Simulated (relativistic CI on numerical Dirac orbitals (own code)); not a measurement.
**Relativistic CI calculation, with input and output: Cr²⁺**

System: Cr²⁺.
Method: Dirac-Coulomb-Breit CI, KLI orbitals optimised for each configuration, model QED (radiative potential, 1s self-energy scaled to tabulated hydrogen-like ionisation energies), valence Slater integrals scaled by 0.9, multiplet model of core-to-valence dipole absorption in a parametric crystal field (relativistic CI on numerical Dirac orbitals, in-house).

The input:
```
atom Cr  Z=24  charge=2  electrons=22
nucleus A=52  rms_radius_fm=3.6452
hamiltonian dirac-coulomb  breit=on  qed=on  c_scale=1
orbitals kli  potential=per-configuration
slater_scale 0.9
correlation none
mixing on
configurations
  [Ar] 3d4
  [He] 2s2 2p5 3s2 3p6 3d5
end
absorption L2,3 T=300 lorentz=0.4 gauss=0.3
crystal_field Oh 10Dq=12900
```

The run was one of a batch that the task file lists, launched with:
```bash
python <driver script> task.json out
```

The program writes its results to a structured record and prints no log; tables and figures of this report are taken from that record.

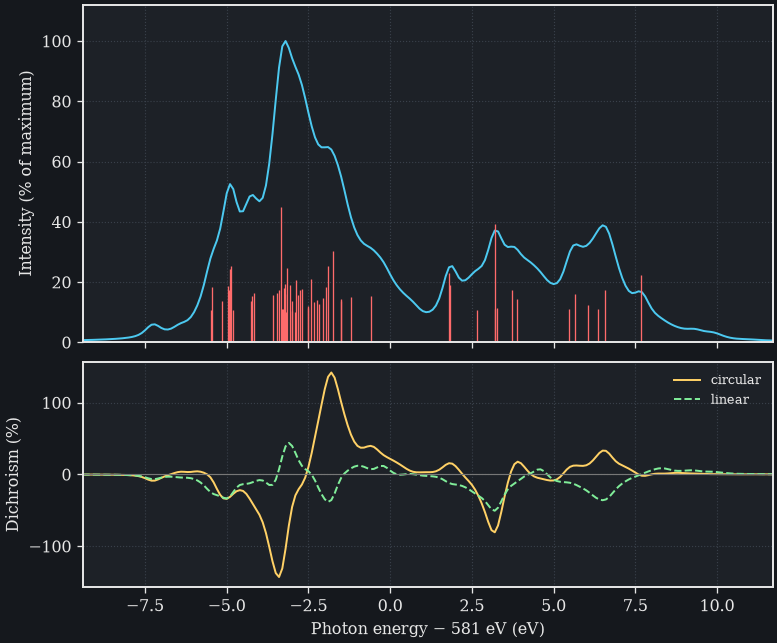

Fig. 1: L₂,₃ X-ray absorption of Cr²⁺ (chromium, Z = 24), [Ar] 3d⁴, in a field of Oh symmetry with 10Dq = 12,900 cm⁻¹. Sticks are the strongest transitions, on a scale of their own. Multiplet model: relativistic Dirac–Coulomb–Breit theory, one configuration a step, Slater integrals scaled by 0.9, 300 K, Voigt broadening (Lorentzian 0.4 eV, Gaussian 0.3 eV full widths), computed with a radial Dirac CI code. Dichroism is for the ground state at zero temperature, magnetised by an exchange field of 10 meV on Sz (linear: z less the mean of x and y). The main maxima lie at 576.1 eV (53), 576.8 eV (49), 577.8 eV (100), 582.9 eV (25), 584.2 eV (37), 586.7 eV (33), 587.5 eV (39) and 588.6 eV (17), heights in % of the largest; the centroid is at 580.9 eV. The ground state has S = 2.00. The circular dichroism (Δm = −1 less Δm = +1) is largest at 577.6 eV, −143 % of the isotropic maximum. The magnetised ground state has ⟨Lz⟩ = 0.07 and ⟨Sz⟩ = −2.00.

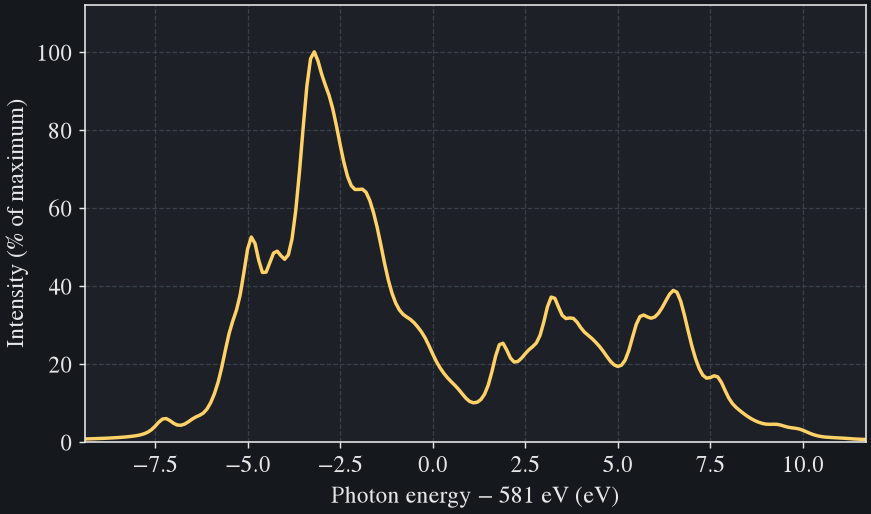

Fig. 2:  The ground state has S = 2.00.

Results in brief:

| quantity | value |
| --- | --- |
| outcome | converged |
| hardware | 1 CPU thread, shared host |
| CPU time | 3.1 s |

Notes:

To bear in mind: free-ion energies, so absolute edge positions are off by a few eV from solids.
